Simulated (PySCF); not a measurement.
**C₂H₅NO₂: one change and its effect**

System: C₂H₅NO₂ (Glycolamide).
Method of the first run: GIAO wB97X-D/pcSseg-2 NMR shielding, non-relativistic, gas phase (PySCF 2.14.0).

The geometry comes from this level: PBE0-D3(BJ)/def2-TZVP. Text and figures count atoms from 1; the logs count them from 0 in places.

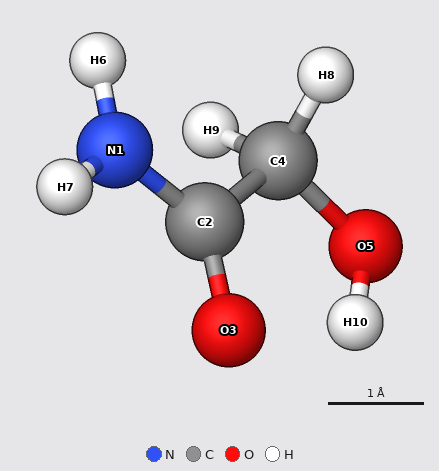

**Figure 1.** The input geometry (ball-and-stick view, seen at a tilt; atoms are numbered from 1 in the order of the input). Bond lengths as drawn: C–C 1.52 Å, C–H 1.10 Å, C–N 1.35 Å, C–O 1.22 to 1.39 Å, H–N 1.00 to 1.01 Å and H–O 0.97 Å.

## The input, the first run
```
{"job": {"kind": "nmr", "xc": "wB97X-D", "basis": "pcSseg-2", "pop": false}, "charge": 0, "multiplicity": 1}
N      1.359580    -0.098744    -0.798833
C      0.288073     0.455454    -0.199934
O      0.086070     1.653811    -0.158145
C     -0.699618    -0.500817     0.447319
O     -1.753056     0.211893     1.003493
H      1.503249    -1.091681    -0.809851
H      2.040714     0.500770    -1.231120
H     -0.171143    -1.086734     1.213185
H     -1.059800    -1.206827    -0.313975
H     -1.542520     1.143785     0.823575
```

The first line tells a small driver script what to run in PySCF; the rest is the geometry in Å.

Launched with:
```bash
OMP_NUM_THREADS=1 python <driver script> task.json out
```

Hardware: 1 CPU thread, shared host.

## Output (the first run)
```
coarse grid: 8512 points
cycle   1  E = -284.2592710664  dE =  9.539e-01  |g| = 1.057e+00  |ddm| = 2.098e+00
cycle   2  E = -284.0482622835  dE =  2.110e-01  |g| = 1.559e+00  |ddm| = 1.481e+00
cycle   3  E = -284.4660030228  dE = -4.177e-01  |g| = 1.467e-01  |ddm| = 9.653e-01
cycle   4  E = -284.4691195799  dE = -3.117e-03  |g| = 7.163e-02  |ddm| = 9.660e-02
cycle   5  E = -284.4699821467  dE = -8.626e-04  |g| = 1.158e-02  |ddm| = 4.558e-02
cycle   6  E = -284.4700132685  dE = -3.112e-05  |g| = 4.219e-03  |ddm| = 1.221e-02
cycle   7  E = -284.4700176712  dE = -4.403e-06  |g| = 1.331e-03  |ddm| = 4.669e-03
final grid: 82688 points
cycle   8  E = -284.4633832957  dE = -1.736e-04  |g| = 6.951e-03  |ddm| = 4.229e-02
cycle   9  E = -284.4633862633  dE = -2.968e-06  |g| = 6.431e-03  |ddm| = 7.288e-03
cycle  10  E = -284.4633937928  dE = -7.529e-06  |g| = 1.200e-03  |ddm| = 3.282e-03
cycle  11  E = -284.4633940046  dE = -2.118e-07  |g| = 7.172e-04  |ddm| = 9.232e-04
cycle  12  E = -284.4633940944  dE = -8.977e-08  |g| = 1.373e-04  |ddm| = 4.998e-04
cycle  13  E = -284.4633940991  dE = -4.752e-09  |g| = 4.915e-05  |ddm| = 1.085e-04
cycle  14  E = -284.4633941000  dE = -8.727e-10  |g| = 1.152e-05  |ddm| = 6.431e-05
converged SCF energy = -284.4633941000

GIAO shielding tensors (ppm)
atom      isotropic    diamagn.    paramagn.     s11        s22        s33       span
  0 N      159.085     319.215    -160.129     63.824    168.293    245.138    181.314
  1 C        1.210     250.939    -249.729    -90.771      1.036     93.366    184.137
  2 O      -54.509     396.034    -450.542   -357.877   -176.339    370.690    728.567
  3 C      121.915     240.190    -118.275     95.431    107.882    162.431     67.000
  4 O      327.269     381.944     -54.675    292.629    298.458    390.719     98.090
  5 H       26.870      31.794      -4.924     22.510     26.075     32.024      9.514
  6 H       26.628      30.703      -4.075     22.504     22.859     34.521     12.017
  7 H       27.674      29.582      -1.909     23.036     27.715     32.269      9.233
  8 H       27.674      29.629      -1.955     23.068     27.727     32.228      9.160
  9 H       28.287      30.769      -2.482     17.756     25.489     41.617     23.862
```

The second run used a changed input.

## The two runs side by side

```tsv
quantity	the first run	the second run
outcome	converged	converged
total energy (hartree)	−284.463394	−284.476118
HOMO (eV)	−9.83	−9.81
LUMO (eV)	1.81	2.28
dipole moment (D)	4.52	5.48
shielding of N1 (ppm)	159.1	152.6
shielding of C2 (ppm)	1.2	−0.8
shielding of O3 (ppm)	−54.5	−20.3
shielding of O5 (ppm)	327.3	331.4
shielding of H6 (ppm)	26.9	26.1
shielding of H7 (ppm)	26.6	26.1
shielding of H9 (ppm)	27.7	27.5
SCF iterations	14	14
basis functions	250	250
wall time (shared host)	34 s	31 s
```

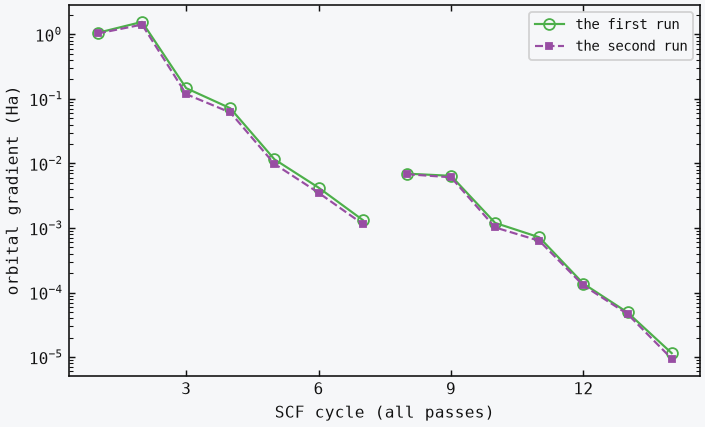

**Figure 2.** Convergence of the two runs: orbital gradient against the SCF cycle. A break in a curve parts two SCF passes (coarse and final grid). The first run takes 14 cycles in all, and the second run takes 14.

Which change of the input explains these differences?

The change (lines with − go, lines with + come):
```diff
+"solvent": "chloroform"
```

The total energy of the second run is 8.0 kcal/mol lower: the change of the electrostatic solvation energy at this fixed geometry, without cavity or dispersion terms. The LUMO goes from 1.81 to 2.28 eV. The dipole moment goes from 4.52 to 5.48 D. Of all shieldings, the largest change is that of O3, by +34.2 ppm. The reaction field of the continuum polarises the molecule further, so the dipole moment is larger in solution. The number of SCF iterations is the same.

## Output (the second run)
```
coarse grid: 8512 points
cycle   1  E = -284.2880006521  dE =  9.254e-01  |g| = 1.031e+00  |ddm| = 2.097e+00
cycle   2  E = -284.1434671086  dE =  1.445e-01  |g| = 1.416e+00  |ddm| = 1.224e+00
cycle   3  E = -284.4801493215  dE = -3.367e-01  |g| = 1.184e-01  |ddm| = 7.729e-01
cycle   4  E = -284.4821093413  dE = -1.960e-03  |g| = 6.160e-02  |ddm| = 7.694e-02
cycle   5  E = -284.4827543422  dE = -6.450e-04  |g| = 9.827e-03  |ddm| = 3.823e-02
cycle   6  E = -284.4827767680  dE = -2.243e-05  |g| = 3.513e-03  |ddm| = 1.065e-02
cycle   7  E = -284.4827796842  dE = -2.916e-06  |g| = 1.155e-03  |ddm| = 3.493e-03
final grid: 82688 points
cycle   8  E = -284.4761077041  dE = -1.724e-04  |g| = 6.814e-03  |ddm| = 4.200e-02
cycle   9  E = -284.4761109780  dE = -3.274e-06  |g| = 6.104e-03  |ddm| = 7.032e-03
cycle  10  E = -284.4761177640  dE = -6.786e-06  |g| = 1.020e-03  |ddm| = 2.973e-03
cycle  11  E = -284.4761179229  dE = -1.589e-07  |g| = 6.338e-04  |ddm| = 8.365e-04
cycle  12  E = -284.4761179931  dE = -7.017e-08  |g| = 1.287e-04  |ddm| = 4.150e-04
cycle  13  E = -284.4761179972  dE = -4.104e-09  |g| = 4.652e-05  |ddm| = 9.835e-05
cycle  14  E = -284.4761179979  dE = -7.647e-10  |g| = 9.452e-06  |ddm| = 5.908e-05
converged SCF energy = -284.4761179979

GIAO shielding tensors (ppm)
atom      isotropic    diamagn.    paramagn.     s11        s22        s33       span
  0 N      152.584     318.985    -166.401     48.223    171.124    238.405    190.182
  1 C       -0.811     250.509    -251.320    -84.806    -11.681     94.054    178.861
  2 O      -20.332     397.429    -417.761   -298.128   -136.464    373.597    671.725
  3 C      122.109     240.810    -118.702     95.792    108.540    161.994     66.201
  4 O      331.438     383.380     -51.941    298.582    302.582    393.151     94.568
  5 H       26.138      31.035      -4.897     21.790     25.263     31.361      9.571
  6 H       26.150      30.179      -4.029     22.012     22.378     34.060     12.048
  7 H       27.474      29.354      -1.880     22.799     27.483     32.140      9.342
  8 H       27.472      29.400      -1.928     22.826     27.492     32.100      9.274
  9 H       28.165      30.887      -2.722     17.516     25.281     41.698     24.182
```
